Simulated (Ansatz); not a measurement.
Input file:

```
crystal:
  periodic: [false, false, false]
  atoms:
    - { symbol: Si, position_ang: [0.0, 0.0, 0.0] }
    - { symbol: H, position_ang: [0.0, 0.0, 1.46] }
    - { symbol: "N", position_ang: [1.7163, 0.0, -0.6061] }
    - { symbol: C, position_ang: [2.4072, -1.273, -0.8567] }
    - { symbol: H, position_ang: [1.7433, -1.947, -1.4373] }
    - { symbol: H, position_ang: [3.3364, -1.083, -1.4334] }
    - { symbol: H, position_ang: [2.6645, -1.7518, 0.1112] }
    - { symbol: C, position_ang: [2.4114, 1.273, -0.8449] }
    - { symbol: H, position_ang: [3.0382, 1.1875, -1.757] }
    - { symbol: H, position_ang: [1.6647, 2.0824, -0.9844] }
    - { symbol: H, position_ang: [3.0569, 1.5118, 0.0259] }
    - { symbol: C, position_ang: [-0.8808, 1.5259, -0.6227] }
    - { symbol: H, position_ang: [-1.9334, 1.2723, -0.8671] }
    - { symbol: H, position_ang: [-0.8624, 2.3106, 0.1622] }
    - { symbol: H, position_ang: [-0.3704, 1.9025, -1.5336] }
    - { symbol: Si, position_ang: [-1.0456, -1.8115, -0.7393] }
    - { symbol: H, position_ang: [-1.7029, -2.4846, 0.3772] }
    - { symbol: H, position_ang: [-2.0454, -1.4265, -1.7311] }
    - { symbol: H, position_ang: [-0.0777, -2.7173, -1.3511] }
basis:
  gaussian: { orbitals: def2-SVP }
hamiltonian:
  xc: hf
relax:
  f_tol: 0.02
  max_steps: 40
output:
  orbitals: {}
```

Launched as:

```sh
ansatz run input.yaml --threads 4 --pin off --max-ram 5120MiB --backend cpu --events-out ev --progress --plain --runs-dir out
```

The fields are those of the run's last geometry, not of the input's.

Level of theory: Ansatz, RHF/def2-SVP.

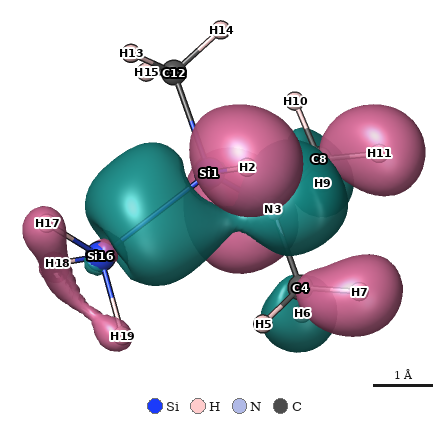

C$_{3}$H$_{13}$NSi$_{2}$. The HOMO at ±0.08 Å⁻³ᐟ² (teal and pink are the two phases), seen at a tilt.

Q: Where does this orbital lie, and at what energy?

A: It lies mainly on N3 (about 40 %), Si1 (about 15 %), Si16 (about 10 %), H2 (about 10 %) and C8 (about 5 %). Its energy is −9.28 eV.
